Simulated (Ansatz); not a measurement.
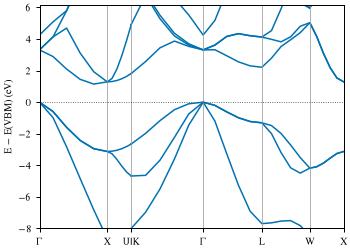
Figure. Band structure from HSE06 in the plane-wave PAW code Ansatz

### Question
Read off the gap and where the band edges lie.

### Answer
About 1.1 eV (1.14 eV among the points solved); maximum at Γ, minimum on the Γ–X line, 84 % of the way from Γ.

The material is Si (diamond, Fd-3m).

The cell was relaxed with HSE06 under the symmetry of its start. The hybrid was solved on a coarse mesh, the path and, where they were found, the r²SCAN edge points; its band edges are the extreme levels among these.

Potentials: the later of the program's two PAW sets.
